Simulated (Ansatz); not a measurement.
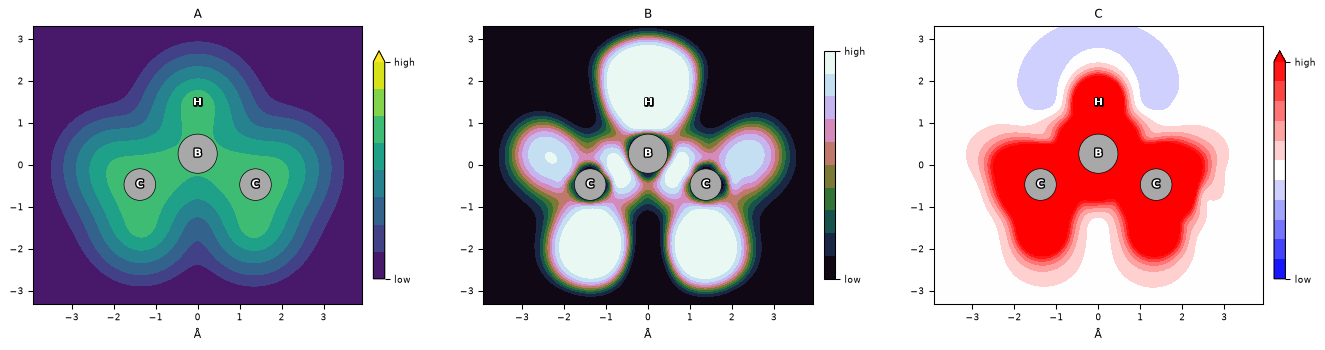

C2H7B: 3 fields on the plane of atoms H2, B1 and C3, with unlabelled colour scales. Grey discs cover the atomic cores.

Computed with RKS PBE0-D4/def2-SVP in Ansatz.

**The panels show electron density, electron localisation function and electrostatic potential in some order. Assign them.**

Panel A: electron density. Panel B: electron localisation function. Panel C: electrostatic potential (strongly positive close to the atoms and fading to about zero outside). From the grid: C–B (1.56 Å): ρ at the midpoint is about 1.4 e/Å³; the ELF peaks at about 1 between the atoms, as expected for a covalent bond. B–H (1.22 Å): ρ at the midpoint is about 1.2 e/Å³; the ELF climbs to about 1 towards the hydrogen, as it does in any bond to H (a covalent bond by its length).
